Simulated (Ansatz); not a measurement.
# InF (SMILES [F][In]): HSE06/def2-TZVPP (core potential)

Aim: the electronic atomisation energy of InF at HSE06/def2-TZVPP (core potential), from 3 runs. 

The results are computed with Ansatz 0.2.0.

36 further runs of the same task are left out: 36 set aside as unsound or not needed.

## (1) The system as given

InF has 2 atoms, charge 0, and is taken as a singlet. SMILES: `[F][In]`. The shape is that of a PBE0-D4/def2-TZVP optimisation.

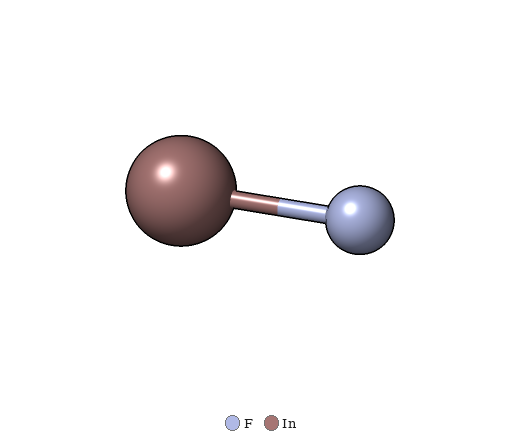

The structure, seen from a chosen angle (fluorine light blue, indium brown).

## (2) The energy at HSE06/def2-TZVPP (core potential)

Contents of in.yaml:

```yaml
crystal:
  periodic: [false, false, false]
  atoms:
    - {symbol: F, position_ang: [0.000000, 0.000000, 0.015910]}
    - {symbol: In, position_ang: [-0.000000, -0.000000, 2.009580]}
basis:
  gaussian: {orbitals: def2-TZVPP}
hamiltonian: {xc: hse06}
accuracy: high
output: {orbitals: {seedname: orbitals}}
```

The run is started by

```
$ ansatz run in.yaml --threads 1 --pin off --max-ram 3480MiB --events-out events.jsonl --progress --plain --runs-dir runs
```

The log of the run:

```text
Warning: RAYON_NUM_THREADS=1 ignored (pool sized by the plan → 1); use --threads N
Functional definition: HSE06
  name "HSE06"
  parameter a = 0.25
  parameter omega = 0.11/bohr
  exchange = pbe_x - a*pbe_x_sr(omega) + a*exact_x_sr(omega)
  correlation = pbe_c
1346 factors; integrals over basis functions are off by at most 3.4e-9 eV
87 factors; integrals over basis functions are off by at most 1.1e-9 eV
mean field evaluation 1: about -7887.5186 eV, gradient 4.5e1 eV
mean field evaluation 2: about -7799.4684 eV, gradient 2.1e2 eV
mean field evaluation 4: about -7890.8243 eV, gradient 4.6e0 eV
mean field evaluation 8: about -7890.8636 eV, gradient 2.6e-1 eV
mean field evaluation 16: about -7890.8637 eV, gradient 1.1e-6 eV
mean field -7890.86370037 eV, -289.9838923691 hartree, gradient 4.9e-9 eV, S^2 0.000000; 0 other end points of the search recorded, 0 dependent functions left out
reference -7890.86370415 eV, -289.9838925082 hartree; 15, 15 occupied and 66, 66 virtual orbitals, 1346 factors
Total energy: -7890.86370415 eV, -289.9838925082 hartree
```

Wall time 4.2 s (1 thread of Arm Neoverse V1, shared host); peak memory 0.19 GiB.

## (3) The F atom, same level

Contents of molecule.yaml:

```yaml
crystal:
  periodic: [false, false, false]
  atoms:
    - {symbol: F, position_ang: [0.000000, 0.000000, 0.000000]}
basis:
  gaussian: {orbitals: def2-TZVPP}
magnetization: {spin_polarized: true, initial_magnetization: 1}
hamiltonian: {xc: {name: HSE06}}
accuracy: high
```

Run the same way, it converges to -99.67211 Eh (log not shown).

## (4) The In atom at the same level

Contents of molecule.yaml:

```yaml
crystal:
  periodic: [false, false, false]
  atoms:
    - {symbol: In, position_ang: [0.000000, 0.000000, 0.000000]}
basis:
  gaussian: {orbitals: def2-TZVPP}
hamiltonian: {xc: {name: HSE06}}
accuracy: high
magnetization: {spin_polarized: true, initial_magnetization: 1}
total_charge: 0
```

Run the same way, it converges to -190.11287 Eh (log not shown).

## (5) Summary of results

At HSE06/def2-TZVPP (core potential):

| quantity | value |
| --- | --- |
| molecule: total energy | -289.98389 Eh |
| molecule: HOMO energy | -7.12 eV |
| molecule: LUMO energy | -1.92 eV |
| molecule: HOMO–LUMO gap | 5.20 eV |
| F atom: total energy | -99.67211 Eh |
| F atom: ⟨S²⟩ | 0.752 |
| In atom: total energy | -190.11287 Eh |
| In atom: ⟨S²⟩ | 0.753 |
| electronic atomisation energy | 5.413 eV |

Taking the molecule apart into free atoms costs 5.41 eV (522 kJ/mol), before zero-point energy and without spin-orbit coupling.
